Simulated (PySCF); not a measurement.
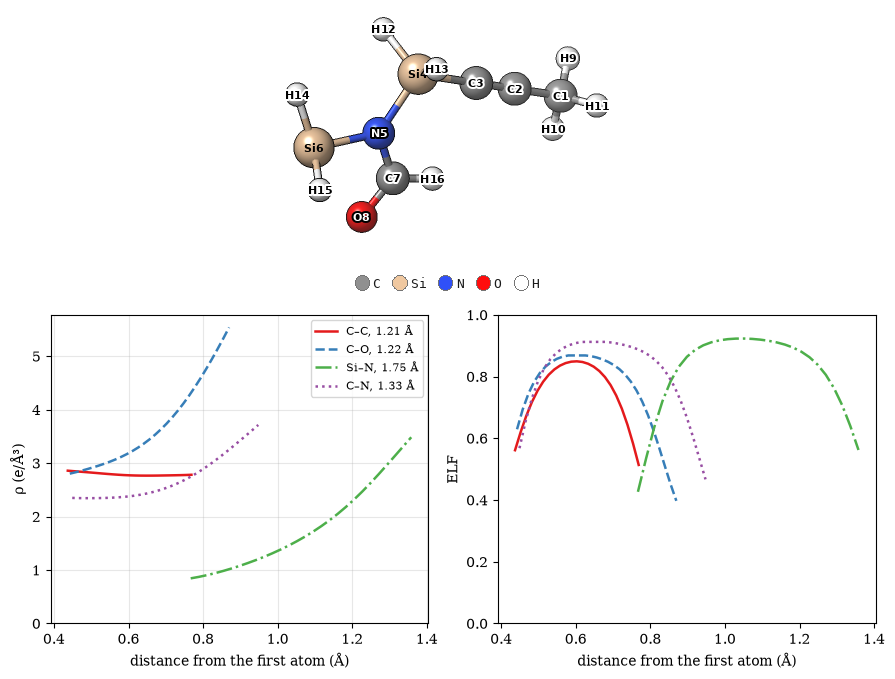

Figure. C₄H₈NOSi₂ (SMILES CC#C[SiH2]N([SiH2])C=O) (doublet). Total electron density and ELF along straight lines between neighbouring atoms. The curves leave out the atomic cores. The structure is drawn too.

Geometry: GFN2-xTB.

Computed with PySCF 2.14.0, density-fitted response routines, UKS B3LYP, pcH-1 on C H N O Si, non-relativistic, mean-field spin-orbit, GIAO.

| atom | x (Å) | y (Å) | z (Å) |
| --- | --- | --- | --- |
| C | 3.3050 | -1.3182 | -0.6895 |
| C | 2.2032 | -0.5136 | -0.2159 |
| C | 1.2813 | 0.1567 | 0.1773 |
| Si | -0.1213 | 1.1762 | 0.7933 |
| N | -1.5925 | 0.5032 | 0.1198 |
| Si | -3.2658 | 1.1223 | 0.1981 |
| C | -1.6683 | -0.6357 | -0.5636 |
| O | -2.7447 | -1.0039 | -1.0058 |
| H | 4.1345 | -0.6756 | -0.9838 |
| H | 2.9922 | -1.9108 | -1.5491 |
| H | 3.6405 | -1.9897 | 0.1007 |
| H | -0.0291 | 2.5510 | 0.2998 |
| H | -0.2324 | 1.0807 | 2.2519 |
| H | -3.0877 | 2.4554 | 0.7772 |
| H | -4.0812 | 0.2135 | 0.9837 |
| H | -0.7412 | -1.2026 | -0.7056 |

> What can be read from the curves?

C–C (1.21 Å): the density is about 2.8 e/Å³ at the midpoint; the ELF peaks at about 0.85 between the atoms: a multiple bond.
C–O (1.22 Å): ρ at the midpoint is about 3.2 e/Å³; the ELF peaks at about 0.85 between the atoms; a short, multiple covalent bond.
Si–N (1.75 Å): the density is about 1 e/Å³ at the midpoint; the ELF peaks at about 0.90 between the atoms, as expected for a shared but strongly polarised pair.
C–N (1.33 Å): the density is about 2.5 e/Å³ at the midpoint; the ELF peaks at about 0.90 between the atoms; localised, covalent bonding.
